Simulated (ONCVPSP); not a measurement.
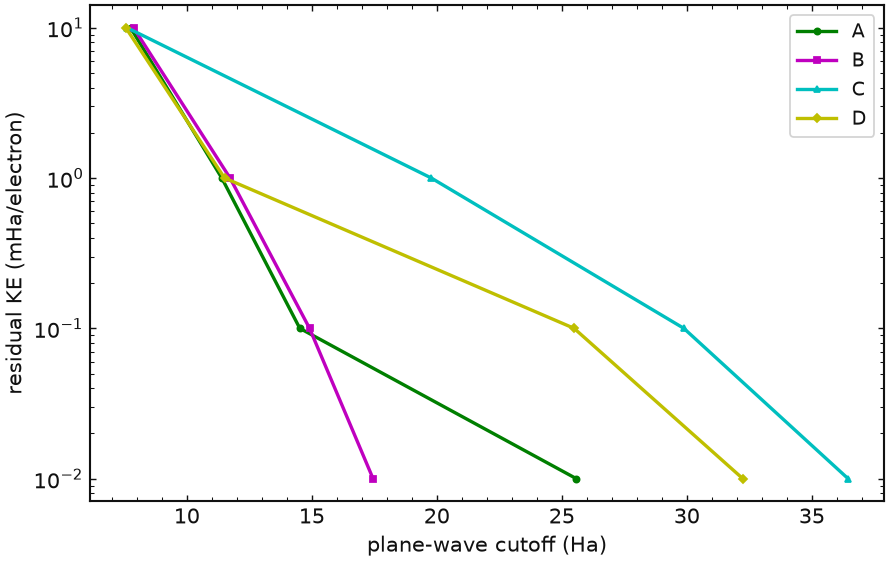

The residual kinetic energy of the 6p3/2 wave for 4 variants of one potential.

Base settings:

Input of ONCVPSP 4.0.1:

```
# ATOM AND REFERENCE CONFIGURATION
# atsym  z   nc   nv     iexc    psfile
  Hg 80.00    9    6        4      upf
#
#   n    l    f
    1    0    2.00
    2    0    2.00
    2    1    6.00
    3    0    2.00
    3    1    6.00
    3    2   10.00
    4    0    2.00
    4    1    6.00
    4    2   10.00
    4    3   14.00
    5    0    2.00
    5    1    6.00
    5    2   10.00
    6    0    1.75
    6    1    0.25
#
# PSEUDOPOTENTIAL AND OPTIMIZATION
# lmax
    3
#
#   l,   rc,      ep,       ncon, nbas, qcut
    0    1.25    0.00    3    7    9.80
    1    2.05    0.00    4    7    8.60
    2    1.55    0.00    4    8    5.40
    3    0.60    0.00    4    9   31.50
#
# LOCAL POTENTIAL
# lloc, lpopt,  rc(5),   dvloc0
    3    5    0.60    0.00
#
# VANDERBILT-KLEINMAN-BYLANDER PROJECTORs
# l, nproj, debl
    0    2    0.90
    1    2    3.40
    2    1    4.00
    3    0    2.70
#
# MODEL CORE CHARGE
# icmod, fcfact, rcfact
    3    3.25    1.60
#
# LOG DERIVATIVE ANALYSIS
# epsh1, epsh2, depsh
   -6.00    5.00    0.04
#
# OUTPUT GRID
# rlmax, drl
    6.00    0.01
#
# TEST CONFIGURATIONS
# ncnf
    4
# nvcnf
#   n    l    f
    6
    4    3   14.00
    5    0    2.00
    5    1    6.00
    5    2   10.00
    6    0    2.00
    6    1    0.00
#
    6
    4    3   14.00
    5    0    2.00
    5    1    6.00
    5    2   10.00
    6    0    1.00
    6    1    0.00
#
    6
    4    3   14.00
    5    0    2.00
    5    1    6.00
    5    2   10.00
    6    0    0.00
    6    1    0.00
#
    6
    4    3   14.00
    5    0    2.00
    5    1    6.00
    5    2    9.00
    6    0    2.00
    6    1    1.00
#
```

Run as:
```bash
oncvpspr.x < Hg.dat > Hg.out
```

Functional and relativity: PBE, fully relativistic.

Q: The variants differ in the radius of the p channel: 1.40 bohr, 1.56 bohr, 1.80 bohr, 2.05 bohr. Which curve belongs to which value?

A: A: 1.80 bohr; B: 2.05 bohr; C: 1.40 bohr; D: 1.56 bohr.

Q: What did the other tests of these runs give?

A: A: loose cutoff 398 Ha; bound ghosts flagged s, p3/2, d5/2, p1/2, d3/2; 1 of 4 tests not solved. B: loose cutoff 398 Ha; bound ghosts flagged s, p3/2, d5/2, p1/2, d3/2; 1 of 4 tests not solved. C: loose cutoff 398 Ha; bound ghosts flagged s, p3/2, d5/2, p1/2, d3/2; 1 of 4 tests not solved. D: loose cutoff 398 Ha; bound ghosts flagged s, p3/2, d5/2, p1/2, d3/2; 1 of 4 tests not solved. The loose cutoff is the first of the cutoffs at which the residual kinetic energy of the hardest occupied pseudo-wave falls to 1 and 0.1 mHa per electron.

Of the 4 potentials behind this page, the base run counted, 4 are unsound (ghost states, missed reference levels or an overlap that isn't positive definite).
